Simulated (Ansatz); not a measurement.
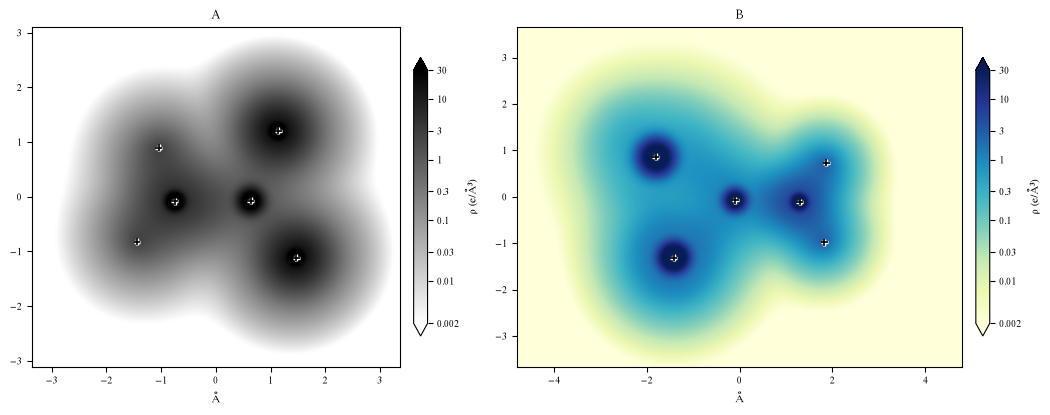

The total electron density of 2 systems, each on a plane through atoms (crosses mark nuclei in the plane).

The calculation used Ansatz, RKS PBE-D4/def2-SVP.

System 1: BF2H2N, the molecular plane. Not at a stationary point (largest force 1.1 eV/Å).

```xyz
6

B    -0.5207    0.3497   -0.1400
F    -0.4835    1.3968    0.7492
N     0.5595   -0.5093    0.0366
H     1.1112   -0.1294    0.8045
F    -1.5121    0.2584   -1.0249
H     0.8458   -1.3663   -0.4253
```

System 2: BH4NSSi (SMILES NB1[SiH2]S1), the plane of atoms B2, S4 and Si3. 

```xyz
8

N    -0.6147    1.5937   -0.3055
B    -0.1700    0.2735   -0.2925
Si    0.6143   -1.2793    0.5771
S    -0.0880   -1.0745   -1.5079
H    -1.0143    2.0387   -1.1337
H    -0.5692    2.1993    0.5132
H     2.0913   -1.5272    0.7045
H    -0.1572   -2.2815    1.3891
```

> Match each panel to its system.

Panel A is system 1, BF2H2N: the plane holds B, F, N and H. B–F (1.33 Å): the density is about 2.1 e/Å³ at the midpoint. Panel B is system 2, BH4NSSi: the plane holds N, B, Si, S and H. B–N (1.39 Å): ρ at the midpoint is about 1.9 e/Å³.
